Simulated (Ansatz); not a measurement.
Base system: CaSe in the rock salt structure (space group Fm-3m, No. 225; a = 5.9579 Å).

It is then changed as follows: the cell is scaled by 0.9900 in all directions; the atoms relax in the strained cell.

Computed with Ansatz (a first-principles code) PBE, no SOC.

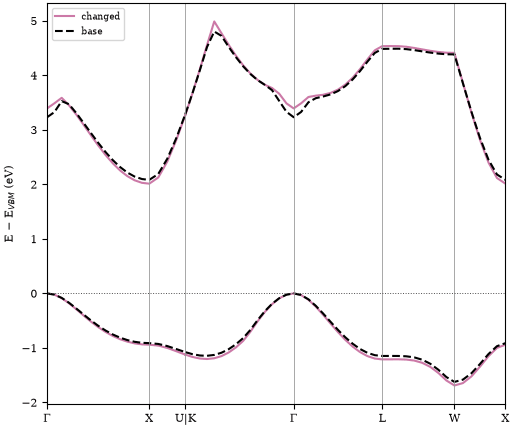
Figure. Highest valence and lowest conduction band along the path, each from its own valence-band maximum

The gap is 2.01 eV, indirect, Γ → X; the base has 2.08 eV.

Whether these cells are dynamically stable was not tested.
